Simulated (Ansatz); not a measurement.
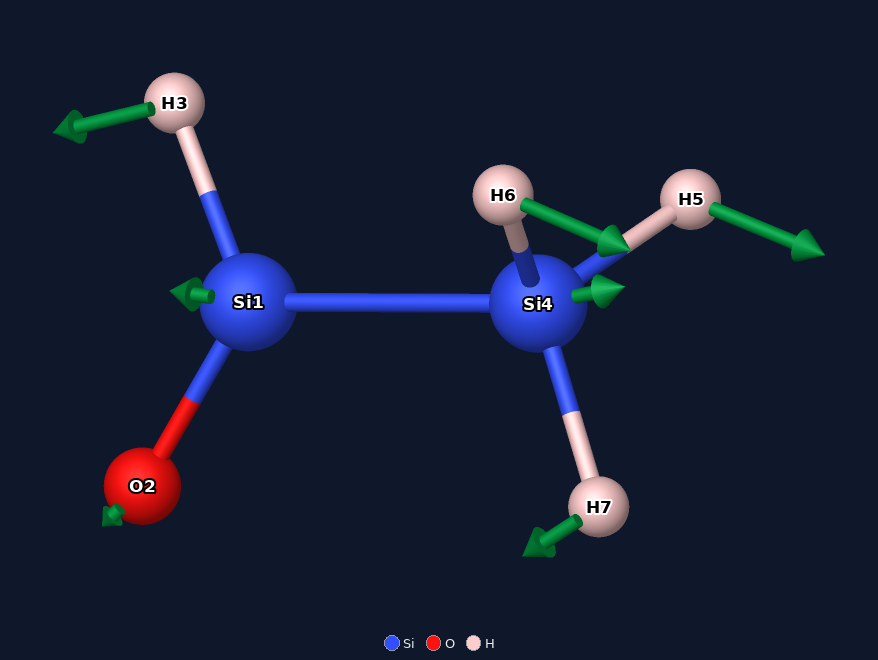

The arrows show one normal mode. Harmonic vibrations computed with RKS PBE0-D4/def2-TZVP (Ansatz 0.2.0) at a stationary point of the same level.

Estimate its harmonic wavenumber.

Answer. 399 cm⁻¹; it is mode 4 of 15 counted from the lowest.
